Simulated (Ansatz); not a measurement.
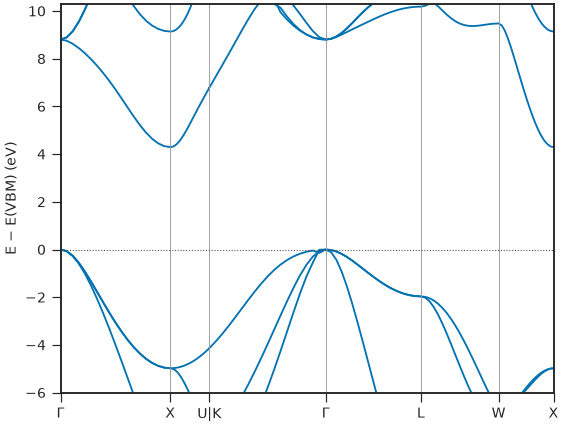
Figure. Band structure from DFT-PBEsol in the program Ansatz with PAW potentials

Read off the gap and where the band edges lie.

About 4.3 eV (4.29 eV by a search for the band edges); maximum at Γ, minimum at X.

Which compound is it?
A) MgO, rock salt
B) AlN, zinc blende
C) Si3N4, Fd-3m (Si on 16c, Si on 8b, N on 32e)
D) BN, zinc blende

D, BN, zinc blende

Space group F-43m (zinc blende). The cell was relaxed with PBEsol under the symmetry of its start.

Potentials: the earlier of the program's two PAW sets. The files were generated under PBE; for other functionals the program regenerates the frozen cores, and for LDA and PBEsol the local potential too.
